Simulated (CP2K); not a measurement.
# CH5ClFPSi (SMILES FC(Cl)[SiH2]P) at MNDO

Aim: the energy change on altering one bond length of CH5ClFPSi at MNDO, from 2 runs. 

The calculation is run with CP2K 2026.2.

1 further run of the same task is left out (set aside as unsound or not needed).

## 1. The system as given

The species is CH5ClFPSi (10 atoms), meant as a singlet with charge 0. As SMILES, `FC(Cl)[SiH2]P`. The coordinates come from a GFN2-xTB relaxation. This is one conformer, not always the lowest.

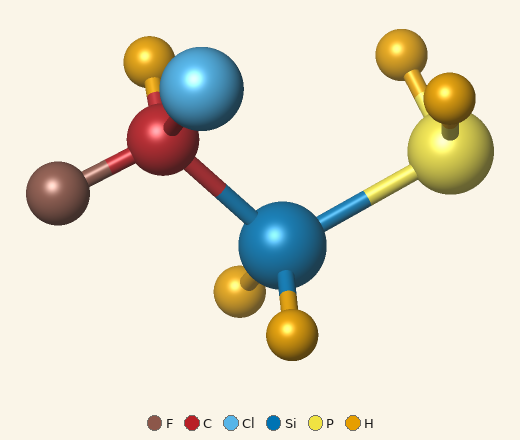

The structure, seen from a chosen angle (fluorine brown, carbon red, chlorine blue, silicon blue, phosphorus yellow, hydrogen amber).

## 2. Energy and forces at MNDO

Input file gas.inp:

```
&global
  project gas
  run_type ENERGY_FORCE
  print_level MEDIUM
&end global

&force_eval
  method Quickstep
  &dft
    charge 0
    multiplicity 1
    &qs
      method MNDO
      eps_default 1.0E-10
      &se
        &coulomb
          cutoff [angstrom] 50
          rc_range [angstrom] 0
        &end coulomb
        &exchange
          cutoff [angstrom] 50
          rc_range [angstrom] 0
        &end exchange
      &end se
    &end qs
    &poisson
      periodic NONE
      poisson_solver ANALYTIC
    &end poisson
    &scf
      scf_guess ATOMIC
      eps_scf 1.0E-07
      max_scf 80
      added_mos 2
      &diagonalization
        algorithm STANDARD
      &end diagonalization
      &mixing
        method DIRECT_P_MIXING
        alpha 0.4
      &end mixing
    &end scf
    &print
      &moments
        periodic F
        reference COM
        max_moment 1
      &end moments
      &mo ON
        energies T
        occupation_numbers T
        ndigits 6
        &each
          qs_scf 0
        &end each
        add_last NUMERIC
      &end mo
      &hirshfeld OFF
      &end hirshfeld
    &end print
  &end dft
  &subsys
    &cell
      abc [angstrom] 15.3 16.1 15.2
      periodic NONE
    &end cell
    &coord
      F     -0.327190    -1.922190     1.532570
      C     -0.049300    -0.655700     1.114720
      Cl     1.652660    -0.296500     1.527440
      Si    -0.272700    -0.483840    -0.807370
      P      0.036630     1.640540    -1.441000
      H     -0.667340     0.012510     1.722530
      H      0.722270    -1.369520    -1.403950
      H     -1.645180    -0.914460    -1.082090
      H      1.238210     1.796810    -0.769470
      H     -0.688050     2.192340    -0.393380
    &end coord
    &topology
      &center_coordinates
      &end center_coordinates
    &end topology
  &end subsys
  &print
    &forces ON
    &end forces
  &end print
&end force_eval
```

Run with:

```
$ OMP_NUM_THREADS=1 cp2k.psmp -i gas.inp > gas.out 2>&1
```

Log:

```text
CP2K| version string:                                       CP2K version 2026.2
[...]
 GLOBAL| Method name                                                        CP2K
[...]
 GLOBAL| Run type                                                   ENERGY_FORCE
[...]
                             - Atoms:                                         10
[...]
                             - Spherical basis functions:                     25
[...]
 Number of electrons:                                                         32
[...]
     1 P_Mix/Diag. 0.40E+00    0.0     0.81505388       -41.5534675051 -4.16E+01
[...]
    23 DIIS/Diag.  0.31E-07    0.0     0.00000007       -46.9142858229 -7.11E-15
  *** SCF run converged in    23 steps ***
  Core-core repulsion energy [eV]:                           2205.85181124115297
  Core Hamiltonian energy [eV]:                             -2072.59400576886992
  Two-electron integral energy [eV]:                        -2819.72089070970333
  Electronic energy [eV]:                                   -3482.45445112372136
  Total energy [eV]:                                        -1276.60263988256838
  Atomic reference energy [eV]:                              1274.39362221702254
  Heat of formation [kcal/mol]:                               -50.94116157389083
[...]
 SE_DIPOLE| Moment [Debye]          1.37140412      -0.02343049       0.05131822
 SE_DIPOLE| Derivative [a.u.]       0.00000000       0.00000000       0.00000000
 ENERGY| Total FORCE_EVAL ( QS ) energy [hartree]            -46.914285822879449
 FORCES| Atomic forces [hartree/bohr]
 FORCES|   Atom     x               y               z               |f|
 FORCES|      1  1.31411594E-03  1.53040877E-02 -8.92280606E-03   1.77639655E-02
 FORCES|      2 -1.59276068E-02 -3.99993255E-02 -2.44948402E-02   4.95341488E-02
 FORCES|      3  1.85948231E-02  8.89504476E-03  3.58889766E-03   2.09229408E-02
 FORCES|      4 -2.31011676E-03 -1.29353023E-02  1.01971228E-03   1.31794726E-02
 FORCES|      5  4.63177203E-03 -1.79059136E-02  4.93904426E-02   5.27398414E-02
 FORCES|      6 -7.33172970E-03  1.70084805E-02  4.61473170E-03   1.90876509E-02
 FORCES|      7 -2.23173572E-02  2.17558877E-02  9.86692201E-03   3.26915774E-02
 FORCES|      8  3.09925762E-02  1.25530567E-02  4.43694199E-03   3.37313721E-02
 FORCES|      9 -1.63689563E-02  7.77256571E-04 -1.73038194E-02   2.38321007E-02
 FORCES|     10  8.72247947E-03 -5.45327257E-03 -2.21961825E-02   2.44640624E-02
 FORCES| Sum     1.33226763E-15  1.22124533E-15  7.56339436E-16
 FORCES| Total atomic force                                       1.95919027E-15
[...]
```

Run time: 0.44 s. Hardware: 1 thread of Arm Neoverse N1, shared host; peak memory 0.14 GiB.

## 3. The distorted shape, same level

Input file mol.inp:

```
&GLOBAL
    PROJECT_NAME mol
    RUN_TYPE ENERGY_FORCE
    PRINT_LEVEL MEDIUM
&END GLOBAL

&FORCE_EVAL
    METHOD QS
    &DFT
        CHARGE 0
        MULTIPLICITY 1
        # Quickstep
        &QS
            METHOD MNDO
            EPS_DEFAULT 1.0E-10
            &SE
                &COULOMB
                    CUTOFF [angstrom] 50
                    RC_RANGE [angstrom] 0
                &END COULOMB
                &EXCHANGE
                    CUTOFF [angstrom] 50
                    RC_RANGE [angstrom] 0
                &END EXCHANGE
            &END SE
        &END QS
        &POISSON
            PERIODIC NONE
            POISSON_SOLVER ANALYTIC
        &END POISSON
        # self-consistent field
        &SCF
            SCF_GUESS ATOMIC
            EPS_SCF 1.0E-07
            MAX_SCF 80
            ADDED_MOS 2
            &DIAGONALIZATION
                ALGORITHM STANDARD
            &END DIAGONALIZATION
            &MIXING
                METHOD DIRECT_P_MIXING
                ALPHA 0.4
            &END MIXING
        &END SCF
        &PRINT
            &MOMENTS
                PERIODIC F
                REFERENCE COM
                MAX_MOMENT 1
            &END MOMENTS
            &MO ON
                ENERGIES T
                OCCUPATION_NUMBERS T
                NDIGITS 6
                &EACH
                    QS_SCF 0
                &END EACH
                ADD_LAST NUMERIC
            &END MO
            &HIRSHFELD OFF
            &END HIRSHFELD
        &END PRINT
    &END DFT
    &SUBSYS
        &CELL
            ABC [angstrom] 16.7 16.1 15.2
            PERIODIC NONE
        &END CELL
        &COORD
            F      1.045295    -1.491568     1.807291
            C      1.323185    -0.225078     1.389441
            Cl     3.025145     0.134122     1.802161
            Si     1.099785    -0.053218    -0.532649
            P      1.409115     2.071162    -1.166279
            H      0.705145     0.443132     1.997251
            H      2.094755    -0.938898    -1.129229
            H     -1.645180    -0.914460    -1.082090
            H      2.610695     2.227432    -0.494749
            H      0.684435     2.622962    -0.118659
        &END COORD
        &TOPOLOGY
            &CENTER_COORDINATES
            &END CENTER_COORDINATES
        &END TOPOLOGY
    &END SUBSYS
    &PRINT
        &FORCES ON
        &END FORCES
    &END PRINT
&END FORCE_EVAL
```

Run with:

```
$ OMP_NUM_THREADS=1 cp2k.psmp -i mol.inp > mol.out 2>&1
```

Log:

```text
CP2K| version string:                                       CP2K version 2026.2
[...]
 GLOBAL| Method name                                                        CP2K
[...]
 GLOBAL| Run type                                                   ENERGY_FORCE
[...]
                             - Atoms:                                         10
[...]
                             - Spherical basis functions:                     25
[...]
 Number of electrons:                                                         32
[...]
     1 P_Mix/Diag. 0.40E+00    0.0     0.80982236       -41.6245429961 -4.16E+01
[...]
    24 DIIS/Diag.  0.58E-07    0.0     0.00000008       -46.7224411469 -1.42E-14
  *** SCF run converged in    24 steps ***
  Core-core repulsion energy [eV]:                           2165.28360674561100
  Core Hamiltonian energy [eV]:                             -2069.74861083346605
  Two-electron integral energy [eV]:                        -2733.83455335028384
  Electronic energy [eV]:                                   -3436.66588750860774
  Total energy [eV]:                                        -1271.38228076299674
  Atomic reference energy [eV]:                              1274.39362221702254
  Heat of formation [kcal/mol]:                                69.44318914070844
[...]
 SE_DIPOLE| Moment [Debye]          0.15125395      -0.47585096      -0.14668234
 SE_DIPOLE| Derivative [a.u.]       0.00000000       0.00000000       0.00000000
 ENERGY| Total FORCE_EVAL ( QS ) energy [hartree]            -46.722441146875759
 FORCES| Atomic forces [hartree/bohr]
 FORCES|   Atom     x               y               z               |f|
 FORCES|      1  1.37384015E-03  1.57569873E-02 -9.25409420E-03   1.83250742E-02
 FORCES|      2 -2.12216043E-02 -4.26728228E-02 -2.63565053E-02   5.44609187E-02
 FORCES|      3  1.83811932E-02  8.91321694E-03  2.63696419E-03   2.05977494E-02
 FORCES|      4  1.59670524E-03 -7.38935137E-03  3.61481663E-03   8.37967067E-03
 FORCES|      5  1.03741336E-03 -1.75118326E-02  4.67545950E-02   4.99372873E-02
 FORCES|      6 -7.32218449E-03  1.70038108E-02  4.30518098E-03   1.90073289E-02
 FORCES|      7 -2.70927174E-02  1.84911794E-02  8.49268518E-03   3.38831043E-02
 FORCES|      8  4.08885623E-02  1.33263014E-02  8.16915488E-03   4.37744210E-02
 FORCES|      9 -1.63380457E-02 -2.28595333E-04 -1.63938293E-02   2.31460932E-02
 FORCES|     10  8.69683762E-03 -5.68889367E-03 -2.19689681E-02   2.43029639E-02
 FORCES| Sum    -1.16573418E-15  1.33226763E-15 -8.32667268E-17
 FORCES| Total atomic force                                       1.77223208E-15
[...]
```

It took 0.44 s on 1 thread of Arm Neoverse N1, shared host; peak memory 0.14 GiB.

## 4. Outcome

At MNDO:

| quantity | value |
| --- | --- |
| first shape: total energy | -46.91429 Eh |
| first shape: dipole moment | 1.37 D |
| first shape: HOMO energy | -10.65 eV |
| first shape: LUMO energy | -0.63 eV |
| first shape: HOMO–LUMO gap | 10.02 eV |
| first shape: heat of formation at this unrelaxed shape | -50.9 kcal/mol |
| first shape: largest force on an atom | 2.712 eV/Å |
| distorted shape: total energy | -46.72244 Eh |
| distorted shape: dipole moment | 0.52 D |
| distorted shape: HOMO energy | -8.45 eV |
| distorted shape: LUMO energy | -2.47 eV |
| distorted shape: HOMO–LUMO gap | 5.98 eV |
| distorted shape: heat of formation at this unrelaxed shape | 69.4 kcal/mol |
| distorted shape: largest force on an atom | 2.800 eV/Å |
| energy change with the Si4–H8 bond stretched from 1.464 to 2.929 Å | 5.220 eV |

What this shows: One bond (distorted shape) is far stretched, which a spin-restricted single reference describes badly. With the Si4–H8 bond stretched from 1.464 to 2.929 Å the energy rises by 5.22 eV (120 kcal/mol). The first shape isn't relaxed at this level, so the change isn't measured from a minimum. A restricted reference can't describe the breaking bond well at this length. The largest force (first shape) is 2.71 eV/Å: the shape isn't a stationary point for this species at this level.
